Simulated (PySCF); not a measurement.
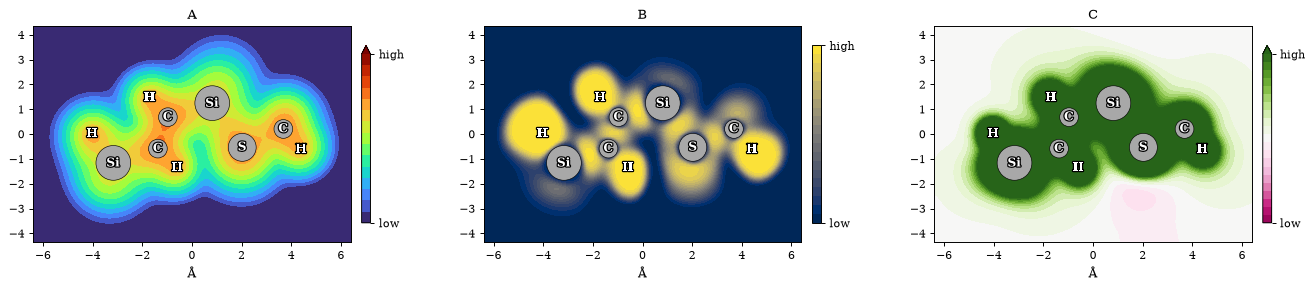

C$_{3}$H$_{9}$ClSSi$_{2}$: 3 fields on the plane of atoms C6, Si7 and H16, with unlabelled colour scales. Grey discs cover the atomic cores.

Geometry: GFN2-xTB.

Level of theory: PBE0/pcSseg-1, SCF density, gas phase, non-relativistic in PySCF.

Question: The panels show electron density, electron localisation function and electrostatic potential in some order. Assign them.

Answer: Panel A: electron density. Panel B: electron localisation function. Panel C: electrostatic potential (strongly positive close to the atoms, with negative regions outside electron-rich atoms). From the grid: C–C (1.33 Å): ρ at the midpoint is about 2.3 e/Å³; the ELF peaks at about 0.90 between the atoms; a short, multiple covalent bond. C–S (1.82 Å): ρ at the midpoint is about 1.2 e/Å³; the ELF peaks at about 0.90 between the atoms: a shared electron pair.
